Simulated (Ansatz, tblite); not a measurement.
# 1,3,5-triphenylbenzene (C24H18): which spin state is lowest

Aim: set other spin states of 1,3,5-triphenylbenzene (C24H18) against its singlet, on many levels of theory.

The runs use Ansatz 0.2.0, Gaussian basis; as each input shows.

The runs, in order: triplet, at the geometry of the singlet (GFN1-xTB, GFN2-xTB, PBE0-D4/def2-TZVP, PBE-D4/def2-TZVP); the singlet's energies come from earlier runs.

## 1. The structure

The singlet was relaxed beforehand with PBE-D4/def2-SVP.

SMILES `c1ccc(-c2cc(-c3ccccc3)cc(-c3ccccc3)c2)cc1`, 42 atoms, charge 0, spin multiplicity 1.

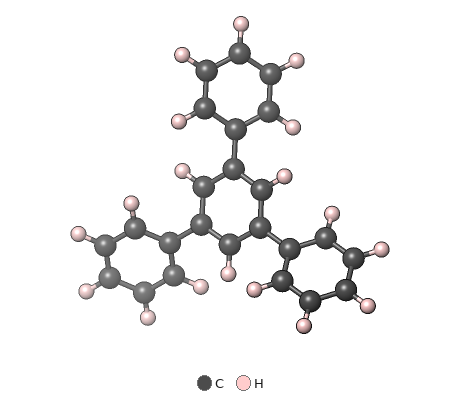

The structure; carbon dark grey, hydrogen pink.

## 2. Triplet at the fixed geometry, GFN1-xTB

Tight binding, by tblite at 300 K electronic temperature and without a spin-polarisation term:

```python
tblite.interface.Calculator('GFN1-xTB', numbers, positions, charge=0, uhf=2).singlepoint()
```

Energy -1640.1892 eV; 0.09 s.

## 3. Triplet at the fixed geometry, GFN2-xTB

Tight binding, by tblite at 300 K electronic temperature and without a spin-polarisation term:

```python
tblite.interface.Calculator('GFN2-xTB', numbers, positions, charge=0, uhf=2).singlepoint()
```

Energy -1643.6703 eV; 0.074 s.

## 4. Triplet at the fixed geometry, PBE0-D4/def2-TZVP

File in.yaml:

```yaml
crystal:
  periodic: [false, false, false]
  atoms:
    - {symbol: C, position_ang: [5.733215, -0.052827, 0.275027]}
    - {symbol: C, position_ang: [5.071135, 0.943929, -0.458899]}
    - {symbol: C, position_ang: [3.671628, 0.957215, -0.528688]}
    - {symbol: C, position_ang: [2.901877, -0.026847, 0.131426]}
    - {symbol: C, position_ang: [1.418711, -0.013018, 0.054395]}
    - {symbol: C, position_ang: [0.688986, -1.217563, -0.001572]}
    - {symbol: C, position_ang: [-0.719414, -1.222933, -0.055999]}
    - {symbol: C, position_ang: [-1.471089, -2.501483, -0.134823]}
    - {symbol: C, position_ang: [-0.967123, -3.597370, -0.871271]}
    - {symbol: C, position_ang: [-1.676835, -4.803421, -0.944944]}
    - {symbol: C, position_ang: [-2.906192, -4.942146, -0.281727]}
    - {symbol: C, position_ang: [-3.419190, -3.862990, 0.454992]}
    - {symbol: C, position_ang: [-2.710239, -2.656349, 0.526390]}
    - {symbol: C, position_ang: [-1.398343, 0.012548, -0.052533]}
    - {symbol: C, position_ang: [-0.699398, 1.235605, 0.001664]}
    - {symbol: C, position_ang: [-1.430750, 2.528010, 0.003423]}
    - {symbol: C, position_ang: [-0.912097, 3.657199, -0.669497]}
    - {symbol: C, position_ang: [-1.602200, 4.876721, -0.668640]}
    - {symbol: C, position_ang: [-2.827057, 4.995558, 0.006708]}
    - {symbol: C, position_ang: [-3.355142, 3.882992, 0.680388]}
    - {symbol: C, position_ang: [-2.665061, 2.663453, 0.677972]}
    - {symbol: C, position_ang: [0.709027, 1.205044, 0.054177]}
    - {symbol: C, position_ang: [3.582938, -1.024497, 0.865046]}
    - {symbol: C, position_ang: [4.982341, -1.036879, 0.937018]}
    - {symbol: H, position_ang: [6.832365, -0.063190, 0.330393]}
    - {symbol: H, position_ang: [5.650845, 1.714753, -0.989605]}
    - {symbol: H, position_ang: [3.163204, 1.727668, -1.128006]}
    - {symbol: H, position_ang: [1.230654, -2.174745, -0.002920]}
    - {symbol: H, position_ang: [-0.017139, -3.489949, -1.416835]}
    - {symbol: H, position_ang: [-1.270051, -5.640175, -1.533428]}
    - {symbol: H, position_ang: [-3.463105, -5.889748, -0.338431]}
    - {symbol: H, position_ang: [-4.377816, -3.964376, 0.986596]}
    - {symbol: H, position_ang: [-3.108447, -1.825166, 1.127907]}
    - {symbol: H, position_ang: [-2.493991, 0.023882, -0.147924]}
    - {symbol: H, position_ang: [0.034125, 3.566981, -1.224410]}
    - {symbol: H, position_ang: [-1.183867, 5.740280, -1.208208]}
    - {symbol: H, position_ang: [-3.368943, 5.953442, 0.008171]}
    - {symbol: H, position_ang: [-4.310302, 3.967907, 1.221128]}
    - {symbol: H, position_ang: [-3.074293, 1.804760, 1.231625]}
    - {symbol: H, position_ang: [1.263501, 2.149960, 0.150846]}
    - {symbol: H, position_ang: [3.002491, -1.784764, 1.409731]}
    - {symbol: H, position_ang: [5.491059, -1.817474, 1.523346]}
basis:
  gaussian: {orbitals: def2-TZVP, fitting: {mean_field: def2-universal-jkfit}}
magnetization: {spin_polarized: true, initial_magnetization: 2}
hamiltonian: {xc: pbe0, dispersion: d4}
scf: {omitted_lower_state_checks: [starts]}
output: {orbitals: {seedname: orbitals}}
```

The run is started by

```console
$ ansatz run in.yaml --threads 2 --pin off --events-out ev --progress --plain --max-ram 22528MiB --backend cuda --devices 0, --max-vram 18GiB
```

Output:

```text
Functional definition: PBE0
  name "PBE0"
  cite "Adamo & Barone, J. Chem. Phys. 110, 6158 (1999) doi:10.1063/1.478522"
  cite "Perdew, Burke & Ernzerhof, Phys. Rev. Lett. 77, 3865 (1996) doi:10.1103/PhysRevLett.77.3865"
  parent pbe
  parameter a = 0.25
  parameter kappa = 0.804
  parameter beta = 0.06672455060314922
  exchange = (1 - a)*pbe_x(kappa = kappa, mu = beta*pi^2/3) + a*exact_x
  correlation = pbe_c(beta = beta)
these checks for a lower state are left out or cut short: starts
2124 factors; integrals over basis functions are off by at most 3.0e-1 eV
mean field evaluation 1: about -25128.7601 eV, gradient 7.4e1 eV
mean field evaluation 2: about -25119.8555 eV, gradient 8.2e1 eV
mean field evaluation 4: about -25151.9996 eV, gradient 2.3e1 eV
mean field evaluation 8: about -25156.5546 eV, gradient 1.3e0 eV
mean field evaluation 16: about -25156.6325 eV, gradient 8.5e-2 eV
mean field evaluation 32: about -25156.6354 eV, gradient 9.6e-4 eV
mean field -25156.63537081 eV, -924.4892980975 hartree, gradient 1.0e-5 eV, S^2 2.069342; 0 other end points of the search recorded, 0 dependent functions left out
reference -25156.63543726 eV, -924.4893005395 hartree; 82, 80 occupied and 770, 772 virtual orbitals, 2124 factors
Total energy: -25158.03368339 eV, -924.5406851370 hartree
Checks for a lower state left out: starts
```

Run time: 21 s. Hardware: 1 × H100 (card shared with other runs) with 2 threads of AMD EPYC 7R13, shared host; peak host memory 1.5 GiB.

Report: HOMO -3.09 eV, LUMO -4.58 eV (over both spins; with the spin held, an empty level of the minority spin lies below the top filled one); ⟨S²⟩ 2.069 (pure: 2.00).

## 5. Triplet at the fixed geometry, PBE-D4/def2-TZVP

start.molden holds the orbitals of an earlier run on this state, given as this run's starting guess.

Changes to in.yaml since step 4:

```diff
@@ -46,5 +46,5 @@
 basis:
-  gaussian: {orbitals: def2-TZVP, fitting: {mean_field: def2-universal-jkfit}}
+  gaussian: {orbitals: def2-TZVP, fitting: {mean_field: def2-universal-jkfit}, initial_orbitals: start.molden}
 magnetization: {spin_polarized: true, initial_magnetization: 2}
-hamiltonian: {xc: pbe0, dispersion: d4}
+hamiltonian: {xc: pbe, dispersion: d4}
 scf: {omitted_lower_state_checks: [starts]}
```

Same command.

Output:

```text
Functional definition: PBE
  name "PBE"
  cite "Perdew, Burke & Ernzerhof, Phys. Rev. Lett. 77, 3865 (1996) doi:10.1103/PhysRevLett.77.3865"
  parent pbe
  parameter kappa = 0.804
  parameter beta = 0.06672455060314922
  exchange = pbe_x(kappa = kappa, mu = beta*pi^2/3)
  correlation = pbe_c(beta = beta)
these checks for a lower state are left out or cut short: starts
2124 factors; integrals over basis functions are off by at most 3.0e-1 eV
mean field evaluation 1: about -25154.0449 eV, gradient 1.3e1 eV
mean field evaluation 2: about -25154.5165 eV, gradient 6.7e-1 eV
mean field evaluation 4: about -25154.5349 eV, gradient 2.9e-1 eV
mean field evaluation 8: about -25154.5356 eV, gradient 2.5e-5 eV
mean field -25154.53557847 eV, -924.4121321522 hartree, gradient 3.2e-6 eV, S^2 2.015854; 0 other end points of the search recorded, 0 dependent functions left out
reference -25154.53567010 eV, -924.4121355194 hartree; 82, 80 occupied and 770, 772 virtual orbitals, 2124 factors
Total energy: -25156.16276931 eV, -924.4719303126 hartree
Checks for a lower state left out: starts
```

Run time: 9 s. Hardware: 1 × H100 (card shared with other runs) with 2 threads of AMD EPYC 7R13, shared host; peak host memory 1.5 GiB.

From the report: HOMO -2.37 eV, LUMO -5.31 eV (over both spins; with the spin held, an empty level of the minority spin lies below the top filled one); ⟨S²⟩ 2.016 (pure: 2.00).

## 6. Triplet less singlet, vertical

The singlet's energies are those of its earlier runs, whose logs aren't repeated here.

```csv
level,"triplet less singlet, vertical (eV)",time
GFN1-xTB,+3.331,0.14 s
GFN2-xTB,+3.371,0.12 s
PBE-D4/def2-TZVP,+3.275,15 s
PBE0-D4/def2-TZVP,+3.483,28 s
```

Times add the two runs; a level without a time comes out of a correlated run. Tight binding without a spin term can't rank spin states.

## 7. What came out

| quantity | value |
| --- | --- |
| triplet less singlet, vertical, functionals in def2-TZVP | +3.275 (PBE-D4) to +3.483 eV (PBE0-D4) |

In words: All functionals put the triplet above the singlet, over a spread of 0.209 eV. The checks for a lower triplet were left out, so another state of that spin may lie lower. These are electronic energies, without zero-point motion, entropy or surroundings.
